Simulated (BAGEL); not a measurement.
# C2H3ClFN (SMILES C/N=C(\F)Cl) at 4 levels

Wanted: a comparison of 4 runs (B3LYP/6-31G*, B3LYP/def2-SVP, PBE0/def2-SVP, RI-MP2/def2-SVP) of C2H3ClFN. 

The results are computed with BAGEL 1.2.2.

### Step 1. The system as given

C2H3ClFN: 8 atoms, total charge 0, spin state singlet. As SMILES, `C/N=C(\F)Cl`. The coordinates come from a PBE0-D4/def2-TZVP relaxation.

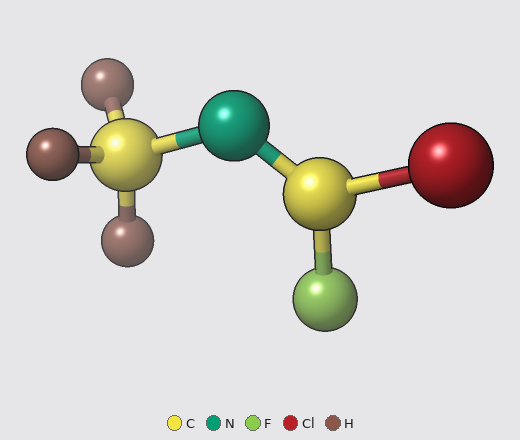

The structure, seen from a chosen angle (carbon yellow, nitrogen teal, fluorine green, chlorine red, hydrogen brown).

### Step 2. A single-point energy at B3LYP/6-31G(d) (density fitting with qzvpp-jkfit, spherical functions) (run 1)

input.json reads:

```json
{ "bagel": [

{
  "title": "molecule",
  "basis": "6-31gs.json",
  "df_basis": "qzvpp-jkfit",
  "angstrom": true,
  "geometry": [
    { "atom": "C", "xyz": [   -1.051700,    0.314700,    0.018100 ] },
    { "atom": "N", "xyz": [    0.334900,    0.581400,   -0.279000 ] },
    { "atom": "C", "xyz": [    1.206400,   -0.268200,   -0.073800 ] },
    { "atom": "F", "xyz": [    1.010700,   -1.491400,    0.425000 ] },
    { "atom": "Cl", "xyz": [    2.867500,   -0.023900,   -0.400900 ] },
    { "atom": "H", "xyz": [   -1.403400,    1.068500,    0.725600 ] },
    { "atom": "H", "xyz": [   -1.241300,   -0.680200,    0.428300 ] },
    { "atom": "H", "xyz": [   -1.630900,    0.442100,   -0.898900 ] }
  ]
},
{
  "title": "ks",
  "xc_func": "b3lyp"
},
{
  "title": "print",
  "file": "orbitals.molden",
  "orbitals": true
}

]}
```

The basis set 6-31G* is read from a file made from the Basis Set Exchange's data (not shown).

Started as:

```sh
$ BAGEL_NUM_THREADS=1 BAGEL input.json > input.out
```

What it wrote:

```text
* using 1 threads per process

  ===============================================================
  ===============================================================

  *** Geometry ***

  { "atom" : "C", "xyz" : [     -1.987425,      0.594697,      0.034204 ] },
  { "atom" : "N", "xyz" : [      0.632869,      1.098687,     -0.527234 ] },
  { "atom" : "C", "xyz" : [      2.279766,     -0.506825,     -0.139462 ] },
  { "atom" : "F", "xyz" : [      1.909946,     -2.818338,      0.803134 ] },
  { "atom" : "Cl", "xyz" : [      5.418790,     -0.045164,     -0.757591 ] },
  { "atom" : "H", "xyz" : [     -2.652042,      2.019172,      1.371185 ] },
  { "atom" : "H", "xyz" : [     -2.345717,     -1.285392,      0.809370 ] },
  { "atom" : "H", "xyz" : [     -3.081954,      0.835448,     -1.698675 ] },

  Number of auxiliary basis functions:      486

  Since a DF basis is specified, we compute 2- and 3-index integrals:
    o Being stored without compression. Storage requirement is 0.025 GB

  Number of basis functions:       80
  Number of electrons      :       48

    * METHOD: MOLECULE                             0.21

  *** Kohn-Sham DFT ***

    * Removing 15006 points whose weight is below 1.00e-10
    * Grid points: 104242

  === Nuclear Repulsion ===
   218.5270225841

       - DIIS with orbital gradients will be used.

  === KS iteration (b3lyp / 6-31gs.json) ===
      0       -652.62060649          0.14779130           0.40
      1       -566.04471037          0.21578036           0.35
      2       -593.32809171          0.17272071           0.37
      3       -660.61226911          0.19210724           0.37
      4       -691.48743776          0.05279529           0.35
      5       -686.54899579          0.07442697           0.35
      6       -692.41316026          0.02433230           0.38
      7       -692.53540455          0.01817962           0.37
      8       -692.73524532          0.00967115           0.34
      9       -692.76830908          0.00318148           0.37
     10       -692.77274039          0.00100869           0.37
     11       -692.77324769          0.00017621           0.34
     12       -692.77326865          0.00006606           0.38
     13       -692.77326930          0.00004293           0.38
     14       -692.77327054          0.00000956           0.35
     15       -692.77327055          0.00000906           0.37
     16       -692.77327059          0.00000131           0.37
     17       -692.77327059          0.00000018           0.35
     18       -692.77327059          0.00000016           0.38
     19       -692.77327059          0.00000004           0.38
     20       -692.77327059          0.00000001           0.34
     21       -692.77327059          0.00000000           0.38
    * SCF iteration converged.

    * Permanent dipole moment:
           (    0.551740,     0.161983,    -0.139733) a.u.

    * METHOD: KS                                   8.51

    * METHOD: PRINT                                0.01

  ===============================================================
```

Run time: 9 s. Hardware: 1 thread of Arm Neoverse V2, shared host; peak memory 0.41 GiB.

### Step 3. The energy at B3LYP/def2-SVP (density fitting with qzvpp-jkfit) (run 2)

input.json, as its differences from that of step 2:

```diff
@@ -4,3 +4,3 @@
   "title": "molecule",
-  "basis": "6-31gs.json",
+  "basis": "svp",
   "df_basis": "qzvpp-jkfit",
@@ -18,11 +18,4 @@
 },
-{
-  "title": "ks",
-  "xc_func": "b3lyp"
-},
-{
-  "title": "print",
-  "file": "orbitals.molden",
-  "orbitals": true
-}
+{ "title": "ks", "xc_func": "b3lyp" },
+{ "title": "print", "file": "orbitals.molden", "orbitals": true }
```

Started as:

```sh
$ BAGEL_NUM_THREADS=1 BAGEL input.json > input.out
```

What it wrote:

```text
* using 1 threads per process

  ===============================================================
  ===============================================================

  *** Geometry ***

  { "atom" : "C", "xyz" : [     -1.987425,      0.594697,      0.034204 ] },
  { "atom" : "N", "xyz" : [      0.632869,      1.098687,     -0.527234 ] },
  { "atom" : "C", "xyz" : [      2.279766,     -0.506825,     -0.139462 ] },
  { "atom" : "F", "xyz" : [      1.909946,     -2.818338,      0.803134 ] },
  { "atom" : "Cl", "xyz" : [      5.418790,     -0.045164,     -0.757591 ] },
  { "atom" : "H", "xyz" : [     -2.652042,      2.019172,      1.371185 ] },
  { "atom" : "H", "xyz" : [     -2.345717,     -1.285392,      0.809370 ] },
  { "atom" : "H", "xyz" : [     -3.081954,      0.835448,     -1.698675 ] },

  Number of auxiliary basis functions:      486

  Since a DF basis is specified, we compute 2- and 3-index integrals:
    o Being stored without compression. Storage requirement is 0.031 GB

  Number of basis functions:       89
  Number of electrons      :       48

    * METHOD: MOLECULE                             0.23

  *** Kohn-Sham DFT ***

    * Removing 15006 points whose weight is below 1.00e-10
    * Grid points: 104242

  === Nuclear Repulsion ===
   218.5270225841

       - DIIS with orbital gradients will be used.

  === KS iteration (b3lyp / svp) ===
      0       -651.81691609          0.13007050           0.44
      1       -565.11914741          0.21414775           0.40
      2       -593.60631164          0.15349988           0.43
      3       -647.42663370          0.19473320           0.43
      4       -690.79335703          0.05060799           0.40
      5       -690.91860511          0.04772257           0.43
      6       -692.06730858          0.02483183           0.43
      7       -692.35314406          0.01226026           0.38
      8       -692.44075632          0.00804188           0.43
      9       -692.47804452          0.00181963           0.41
     10       -692.47964909          0.00076152           0.41
     11       -692.48002425          0.00017696           0.43
     12       -692.48003600          0.00012202           0.41
     13       -692.48004332          0.00001326           0.44
     14       -692.48004332          0.00001215           0.43
     15       -692.48004343          0.00000106           0.40
     16       -692.48004343          0.00000108           0.43
     17       -692.48004343          0.00000030           0.43
     18       -692.48004343          0.00000012           0.39
     19       -692.48004343          0.00000003           0.43
     20       -692.48004343          0.00000001           0.41
    * SCF iteration converged.

    * Permanent dipole moment:
           (    0.479559,     0.121364,    -0.113953) a.u.

    * METHOD: KS                                   9.26

    * METHOD: PRINT                                0.01

  ===============================================================
```

It took 9.9 s on 1 thread of Arm Neoverse V2, shared host; peak memory 0.45 GiB.

Run 3 isn't shown in full; the table further down has it.

### Step 4. A single-point energy at RI-MP2/def2-SVP (density fitting with qzvpp-jkfit) (run 4)

input.json reads:

```json
{ "bagel" : [

{
  "title" : "molecule",
  "basis" : "svp",
  "df_basis" : "qzvpp-jkfit",
  "angstrom" : true,
  "geometry" : [
    { "atom" : "C", "xyz" : [   -1.051700,    0.314700,    0.018100 ] },
    { "atom" : "N", "xyz" : [    0.334900,    0.581400,   -0.279000 ] },
    { "atom" : "C", "xyz" : [    1.206400,   -0.268200,   -0.073800 ] },
    { "atom" : "F", "xyz" : [    1.010700,   -1.491400,    0.425000 ] },
    { "atom" : "Cl", "xyz" : [    2.867500,   -0.023900,   -0.400900 ] },
    { "atom" : "H", "xyz" : [   -1.403400,    1.068500,    0.725600 ] },
    { "atom" : "H", "xyz" : [   -1.241300,   -0.680200,    0.428300 ] },
    { "atom" : "H", "xyz" : [   -1.630900,    0.442100,   -0.898900 ] }
  ]
},
{
  "title" : "hf",
  "charge" : 0
},
{
  "title" : "mp2",
  "charge" : 0,
  "ncore" : 9
}

]}
```

Started as:

```sh
$ BAGEL_NUM_THREADS=1 BAGEL input.json > input.out
```

What it wrote:

```text
* using 1 threads per process

  ===============================================================
  ===============================================================

  *** Geometry ***

  { "atom" : "C", "xyz" : [     -1.987425,      0.594697,      0.034204 ] },
  { "atom" : "N", "xyz" : [      0.632869,      1.098687,     -0.527234 ] },
  { "atom" : "C", "xyz" : [      2.279766,     -0.506825,     -0.139462 ] },
  { "atom" : "F", "xyz" : [      1.909946,     -2.818338,      0.803134 ] },
  { "atom" : "Cl", "xyz" : [      5.418790,     -0.045164,     -0.757591 ] },
  { "atom" : "H", "xyz" : [     -2.652042,      2.019172,      1.371185 ] },
  { "atom" : "H", "xyz" : [     -2.345717,     -1.285392,      0.809370 ] },
  { "atom" : "H", "xyz" : [     -3.081954,      0.835448,     -1.698675 ] },

  Number of auxiliary basis functions:      486

  Since a DF basis is specified, we compute 2- and 3-index integrals:
    o Being stored without compression. Storage requirement is 0.031 GB

  Number of basis functions:       89
  Number of electrons      :       48

    * METHOD: MOLECULE                             0.24

  *** RHF ***

  === Nuclear Repulsion ===
   218.5270225841

      * DIIS with orbital gradients will be used.

  === RHF iteration (svp) ===
      0       -690.31912637          0.01727349           0.09
      1       -690.43916399          0.01221250           0.08
      2       -690.50948730          0.00158955           0.07
      3       -690.51220742          0.00066732           0.07
      4       -690.51257856          0.00021430           0.09
      5       -690.51266395          0.00010228           0.09
      6       -690.51267894          0.00003732           0.09
      7       -690.51268099          0.00000891           0.09
      8       -690.51268110          0.00000324           0.09
      9       -690.51268111          0.00000168           0.09
     10       -690.51268111          0.00000049           0.09
     11       -690.51268111          0.00000017           0.09
     12       -690.51268111          0.00000007           0.09
     13       -690.51268111          0.00000003           0.09
     14       -690.51268111          0.00000001           0.09
    * SCF iteration converged.

    * Permanent dipole moment:
           (    0.549124,     0.119155,    -0.122867) a.u.

    * METHOD: HF                                   1.49

  *** RHF ***

  === Nuclear Repulsion ===
   218.5270225841

      * DIIS with orbital gradients will be used.

  === RHF iteration (svp) ===
      0       -690.51268111          0.00000000           0.07
    * SCF iteration converged.

    * Permanent dipole moment:
           (    0.549125,     0.119155,    -0.122867) a.u.

  === DF-MP2 calculation ===

    * freezing 9 orbitals
    * 3-index integral transformation done
    * assembly done

      MP2 correlation energy:   -0.7499471056      0.06

      MP2 total energy:       -691.2626282197

    * METHOD: MP2                                  0.21

  ===============================================================
```

It took 2.1 s on 1 thread of Arm Neoverse V2, shared host; peak memory 0.12 GiB.

### Step 5. The series

```tsv
run	level	frozen core orbitals	energy (Eh)	dipole moment (D)	HOMO energy (eV)	LUMO energy (eV)	wall time
1	B3LYP/6-31G* (density fitting with qzvpp-jkfit, spherical functions)	–	-692.773271	1.50	-7.84	0.01	9 s
2	B3LYP/def2-SVP (density fitting with qzvpp-jkfit)	–	-692.480043	1.29	-7.86	-0.06	9.9 s
3	PBE0/def2-SVP (density fitting with qzvpp-jkfit)	–	-692.068826	1.40	-8.21	0.13	10 s
4	RI-MP2/def2-SVP (density fitting with qzvpp-jkfit)	9	-691.262628	–	–	–	2.1 s
```

### Step 6. What came out

```
                                          quantity          value
                               run 4: total energy  -691.26263 Eh
run 4: correlation energy (9 core orbitals frozen)     -749.9 mEh
```

**Reading.** Over runs 1, 2, 3 the dipole moment (its size) runs from 1.29 D (B3LYP/def2-SVP) to 1.50 D (B3LYP/6-31G*). Over runs 1, 2, 3 the HOMO–LUMO gap runs from 7.80 eV (B3LYP/def2-SVP) to 8.34 eV (PBE0/def2-SVP). Totals of different functionals can't be ranked against each other. All runs together took 31 s, the longest 10 s.
